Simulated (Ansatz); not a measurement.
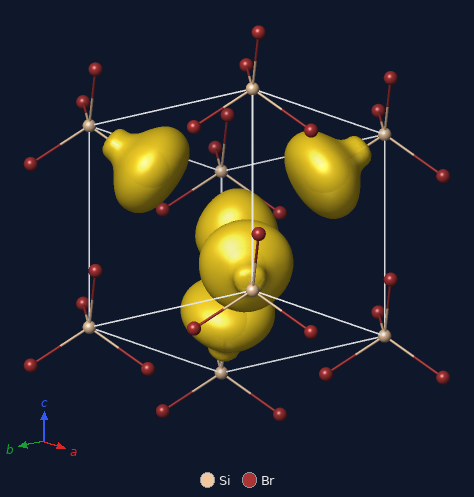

SiBr5. Isosurface of the ELF at 0.75 (yellow), seen at an oblique angle. Only the valence region is drawn (cores and ρ < 0.01 e/Å³ removed). Sticks mark near contacts.

Space group P-43m; a generated structure, not necessarily the stable one; computed without spin polarisation.

Theory: DFT PBE, scalar-relativistic, plane waves, PAW in Ansatz.

Core electrons are frozen (PAW), and the valence fields are smoothed inside the atomic spheres.

Input file:

```
crystal:
  lattice:
    - [6.2358554485, 0.0, 0.0]
    - [0.0, 6.2358554485, 0.0]
    - [0.0, 0.0, 6.2358554485]
  atoms:
    - { symbol: Si, position: [0.0, 0.0, 0.0] }
    - { symbol: Br, position: [0.7937605445, 0.7937605445, 0.2062394555] }
    - { symbol: Br, position: [0.7937605445, 0.2062394555, 0.7937605445] }
    - { symbol: Br, position: [0.2062394555, 0.7937605445, 0.7937605445] }
    - { symbol: Br, position: [0.2062394555, 0.2062394555, 0.2062394555] }
    - { symbol: Br, position: [0.5, 0.5, 0.5] }
basis:
  ecutwfc: 420
kpoints:
  mp_grid: { grid: [6, 6, 6] }
hamiltonian:
  xc: pbe
scf:
  occupations: { method: gaussian, width: 0.1 }
output:
  forces: true
  stress: true
  eigenvalues: true
  write_density: true
  write_potential: true
  elf: true
  volumetric_format: npy
relax:
  adjacent_minimum: "off"
  f_tol: 0.01
  max_steps: 80
  cell: { stress_tol: 0.05 }
```

Command:

```sh
ansatz run input.yaml --threads 1 --pin off --max-ram 2560MiB --backend cpu --events-out ev --progress --plain --runs-dir out
```

Below, planes, directions and counts refer to the conventional cell (a = 6.47 Å, b = 6.47 Å, c = 6.47 Å, α = 90.00°, β = 90.00°, γ = 90.00°).

The fields are those of the run's last geometry, not of the input's.

Where are the electrons localised?

The ELF exceeds this value in four regions on Br in which the atom's valence shell and bonds are merged and one region wrapped around Br (its valence shell), counted in one cell of 6 atoms. Regions shared between cells count once.

Values along the shortest contacts:
Si–Br (2.22 Å): the ELF peaks at about 0.85 between the atoms.
